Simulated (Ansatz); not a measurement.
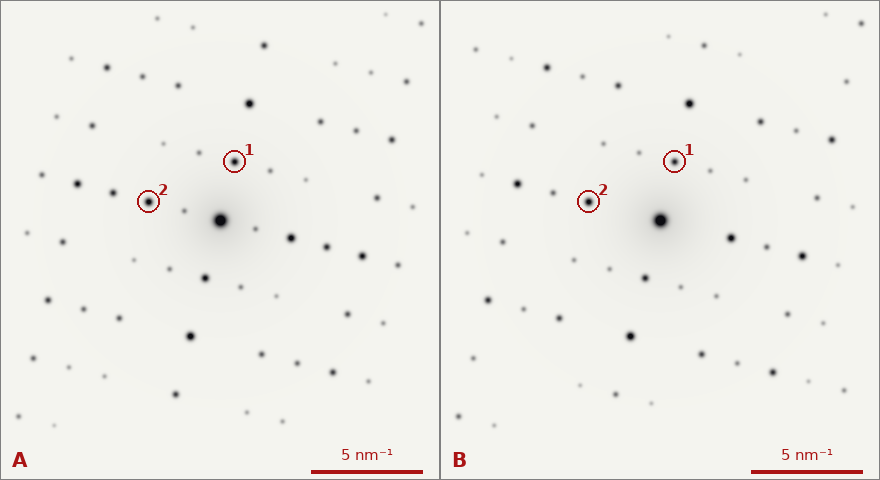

Kinematic electron diffraction patterns (300 kV, B = 0.5 Å², same scale) along [110] of the run's own cell, for the start and the end of one relaxation of Cs2TlVSe6 with Ansatz, DFT, PAW plane waves, r2scan. k mesh 6×6×6. The start is a generated model structure, and the relaxation ends in the nearest stationary point of its symmetry, not necessarily the ground state. Spot 1 is -1 1 0 and spot 2 is 0 0 2 in both.

Start structure:

```yaml
crystal:
  lattice:
    - [0.00000, 5.21883, 5.21883]
    - [5.21883, 0.00000, 5.21883]
    - [5.21883, 5.21883, 0.00000]
  atoms:
    - { symbol: V, position: [0.00000, 0.00000, 0.00000] }
    - { symbol: Se, position: [0.79000, 0.21000, 0.21000] }
    - { symbol: Se, position: [0.21000, 0.79000, 0.21000] }
    - { symbol: Se, position: [0.21000, 0.79000, 0.79000] }
    - { symbol: Se, position: [0.79000, 0.21000, 0.79000] }
    - { symbol: Se, position: [0.21000, 0.21000, 0.79000] }
    - { symbol: Se, position: [0.79000, 0.79000, 0.21000] }
    - { symbol: Cs, position: [0.25000, 0.25000, 0.25000] }
    - { symbol: Cs, position: [0.75000, 0.75000, 0.75000] }
    - { symbol: Tl, position: [0.50000, 0.50000, 0.50000] }
```

Which pattern belongs to the start structure, and which to the relaxed one?

Answer. A is the start: its cell gives d(1) = 3.690 Å, d(2) = 3.013 Å and an angle of 90.0°. The spot positions hardly differ, so the intensities decide: those computed from the start structure match A, and B is the relaxed structure.

Name reflections whose intensity changes strongly on relaxation.

Answer. 0 0 1 fades out of sight; 0 0 3 goes from 31 to 7.7 % of the strongest spot; 3 -3 0 goes from 22 to 6.5 % of the strongest spot; 1 -1 4 goes from 13 to 6.9 % of the strongest spot.

Summarise the relaxation behind the change.

Answer. The cell was held fixed; with the mean shift removed, the atoms moved by up to 0.24 Å relative to the cell (Se most); the space group stayed Fm-3m (No. 225); the free energy fell by 270 meV an atom.
